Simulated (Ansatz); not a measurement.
# Decaying states in the gap of SrYAlO4, part 3 of 3

Aim: relax a made-up compound, SrYAlO4, and see how good a tunnel barrier it would be. It is built by putting Y for La in the SrLaAlO4 structure of space group I4mm, with the volume rescaled by atomic radii. The parent structure comes from the Materials Project.

Ansatz 0.2.0; PBEsol DFT, plane waves, PAW files (the session's first sound run).

So far, gap on the k-mesh (eV): step 3 (band edges) 3.60.

The structure was built from a prototype and need not be the compound's stable phase.

**6. A check of the settings: hamiltonian.pseudopotentials = {"kind": "nc"}**

This step: PBEsol DFT, plane waves, PAW files; complex bands by layer matching along the plane's normal; changed: hamiltonian.pseudopotentials = {"kind": "nc"} (Ansatz 0.2.0).

It is meant to test how much rests on the atomic datasets. Where the input is shown as a difference, that is against the step before, not the twin.

File input.yaml:

```yaml
crystal:
  lattice:
    - [3.685319269, 0.0, 0.0]
    - [0.0, 3.685319269, 0.0]
    - [1.842659635, 1.842659635, 6.021235196]
  atoms:
    - { symbol: Sr, position: [0.3551036071, 0.3551036071, 0.2897927858] }
    - { symbol: "Y", position: [0.6394352987, 0.6394352987, 0.7211294026] }
    - { symbol: Al, position: [0.9989139925, 0.9989139925, 0.002172015] }
    - { symbol: O, position: [0.161490416, 0.161490416, 0.677019168] }
    - { symbol: O, position: [0.8280106384, 0.8280106384, 0.3439787232] }
    - { symbol: O, position: [0.5085225237, 0.0085225237, 0.9829549526] }
    - { symbol: O, position: [0.0085225237, 0.5085225237, 0.9829549526] }
kpoints:
  mp_grid: { grid: [6, 6, 6] }
scf:
  occupations: { method: fixed }
hamiltonian:
  xc: pbesol
  pseudopotentials: { kind: nc }
output:
  eigenvalues: true
  transmission:
    leads: [[0, 0]]
    kpoints: [[0.0, 0.0], [-0.5, -0.5], [0.5, 0.0]]
    e_range: [-1.0, 4.6]
    de: 0.09
```

Started as:

```sh
> ansatz run input.yaml --threads 2 --pin off --max-ram 4096MiB --backend cpu --events-out ev --progress --plain --runs-dir out
```

Numbers of over 12 decimals in the logs are rounded to 6 here.

Output:

```text
[...]
Crystal: 7 atoms, lattice volume = 81.778 Å³
Basis set: ecut = 1142.878222 eV, 7097 PW (Γ)
Bands: 31, of which v1, the nominal top of the filled ones, is band 24 counted from 1 (23 counted from 0)
Symmetry: 8 space group operations
[...]
k-points: 30 of 216 (time reversal used)
[...]
SCF iter   1: F=—  HF=-3913.075642 eV  |F-HF|=—  |Δ(HF+E_count)|=         —  Δρ=5.56e-2  dr2=3.62e0  ethr=3.10e-3  ⟨swp⟩=5.0  Hψ=4036  notcnv=0  defer=114
[...]
SCF iter   9: F=-3911.692050 eV  HF=-3911.692050 eV  |F-HF|=1.64e-8  |Δ(HF+E_count)|=   3.28e-7  Δρ=1.17e-5  dr2=8.28e-8  ethr=2.08e-10  ⟨swp⟩=10.7  Hψ=5497  notcnv=0
SCF 1 converged in 9 iterations: F = -3911.692050 eV  dr2 = 8.28e-8
transmission: 14 of 42 steps passed
transmission: 28 of 42 steps passed
transmission: 42 of 42 steps passed
SCF converged after 9 iterations
Free energy (F): -3911.692050 eV
[...]
Internal energy: -3911.692050 eV  (E = F + TS)
E sigma→0 (E₀):  -3911.692050 eV
Fermi energy:    9.814394 eV
[...]
--- Band table (eV; the first three rows and the last of 30) ---
  k-point 0: bands = [... 20 lower, 8.9303, 9.5788, 9.5917, 9.5917, 14.3540, 14.4274, 15.5533, 15.6390, ... 3 higher]
  k-point 1: bands = [... 20 lower, 9.0180, 9.3764, 9.5593, 9.5593, 14.0238, 14.5116, 15.5694, 16.0435, ... 3 higher]
  k-point 2: bands = [... 20 lower, 9.1173, 9.1173, 9.5158, 9.5158, 13.5967, 14.6867, 15.6028, 16.1348, ... 3 higher]
  k-point 29: bands = [... 20 lower, 8.7796, 9.3598, 9.6377, 9.8144, 15.2728, 15.7120, 15.7346, 17.2317, ... 3 higher]
--- Transmission ---
  basis      : 325 plane waves across, 14 finite elements along
  points     : 3, as listed
[...]
channels       : 0.000000e0 a spin
[...]
slowest decay  : 0.3877 /Å at (0.0000, 0.0000)
```

The job ended after 1.9 min (2 threads of Intel Xeon Platinum 8488C (Sapphire Rapids), shared host; peak memory 1.6 GiB).

Numbers from this step:

* free energy: -3911.6921 eV
* Fermi energy: 9.814 eV
* gap on the k-mesh: 3.616 eV
* level to which the leads are filled: 1.808 eV from the Fermi level
* decay constant at the filling level, zone centre: 0.3877 Å⁻¹
* decay constant at the filling level, slowest listed point: 0.3877 Å⁻¹

K parallel (0, 0); values up to 1.5 1/Å, a degenerate pair printed once or twice; energies at which all values exceed this have no row. The Im kz of the slowest decaying states by energy, zero at the highest filled level on the SCF mesh:

```csv
energy (eV),decay 1 (Å⁻¹),decay 2 (Å⁻¹),decay 3 (Å⁻¹),decay 4 (Å⁻¹)
-1.000,0.139,0.445,0.448,0.601
-0.460,0.249,0.469,0.618,1.02
-0.010,0.171,0.318,0.426,0.482
0.530,0.289,0.459,0.492,0.575
0.980,0.340,0.495,0.505,0.570
1.520,0.376,0.494,0.528,0.531
1.970,0.393,0.481,0.489,0.539
2.510,0.400,0.408,0.478,0.536
2.960,0.324,0.397,0.465,0.526
3.500,0.142,0.379,0.445,0.505
4.040,0.331,0.418,0.474,0.502
4.490,0.189,0.391,0.421,0.439
```

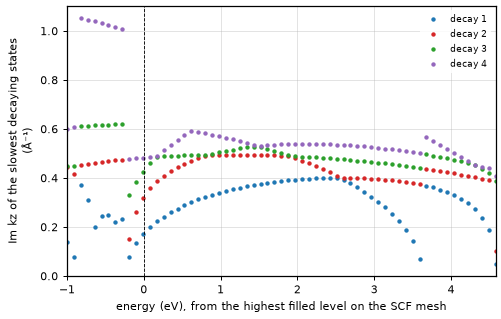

Im kz of the slowest decaying states, plotted against energy.

K parallel (-0.5, -0.5); values up to 1.5 1/Å, a degenerate pair printed once or twice; energies at which all values exceed this have no row. Im kz of the slowest decaying states against energy, zero at the highest filled level on the SCF mesh:

```csv
energy (eV),decay 1 (Å⁻¹),decay 2 (Å⁻¹),decay 3 (Å⁻¹),decay 4 (Å⁻¹)
-1.000,0.204,0.939,1.46,-
-0.460,0.307,1.01,1.42,-
-0.010,0.0859,0.386,1.04,1.10
0.530,0.304,0.451,1.06,1.42
0.980,0.371,0.492,1.08,1.37
1.520,0.414,0.532,1.08,1.30
1.970,0.432,0.561,1.09,1.25
2.510,0.437,0.593,1.09,1.17
2.960,0.430,0.621,1.08,1.10
3.500,0.406,0.663,1.00,1.08
4.040,0.363,0.796,1.07,1.42
4.490,0.306,0.760,1.07,1.40
```

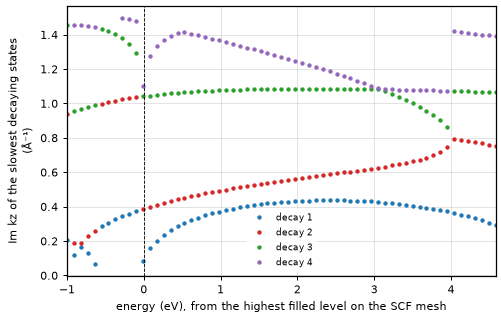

Im kz of the slowest decaying states against energy.

K parallel (0.5, 0); values up to 1.5 1/Å, a degenerate pair printed once or twice; energies at which all values exceed this have no row. The Im kz of the slowest decaying states by energy, zero at the highest filled level on the SCF mesh:

```csv
energy (eV),decay 1 (Å⁻¹),decay 2 (Å⁻¹),decay 3 (Å⁻¹),decay 4 (Å⁻¹)
-1.000,0.162,0.175,0.448,1.28
-0.460,0.178,0.380,0.431,1.21
-0.010,0.467,0.506,1.14,-
0.530,0.561,0.578,1.06,-
0.980,0.591,0.634,0.648,0.992
1.520,0.613,0.619,0.778,0.905
1.970,0.625,0.629,0.838,-
2.510,0.631,0.638,0.824,-
2.960,0.630,0.641,0.807,-
3.500,0.624,0.639,0.746,0.817
4.040,0.611,0.628,0.696,0.803
4.490,0.595,0.604,0.668,0.772
```

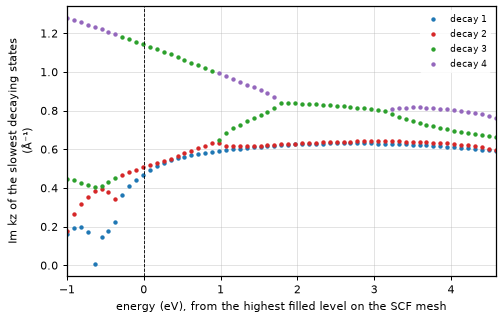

Im kz of the slowest decaying states, plotted against energy.

The least decay constant is 0.388 Å⁻¹ against 0.386 Å⁻¹ in the twin: no change within 1 %, at 8.8 times the CPU time.

**7. Results**

- band gap: 3.60 eV
- least decay constant at mid-gap, normal to (001): 0.386 Å⁻¹
- least decay constant on a mesh, normal to (001): 0.386 Å⁻¹

In words: With PBEsol, the slowest decay at the wavevectors tried is κ = 0.386 Å⁻¹, normal to (001). Through such a film the transmission near mid-gap falls as exp(−2κd), a factor of ten every 3.0 Å. A free electron under a barrier of half the gap would need a mass of 0.31 mₑ to decay at this rate. The compound is made up by substitution; its stability against other phases and against distortions of the cell's symmetry was not tested. A semilocal functional narrows gaps, so real decay constants are likely larger.

[Logs are printed without paths, hosts, clocks, repeated set-up lines and the standing remarks that a program may print on its own settings, such as how far it seeks lower states.]

[Hosts, paths, dates, database ids (printed as entryN), source tags and the programs' standing remarks are cut or masked in the printed files.]

[New means built here by substitution; the compound itself may be known and measured.]
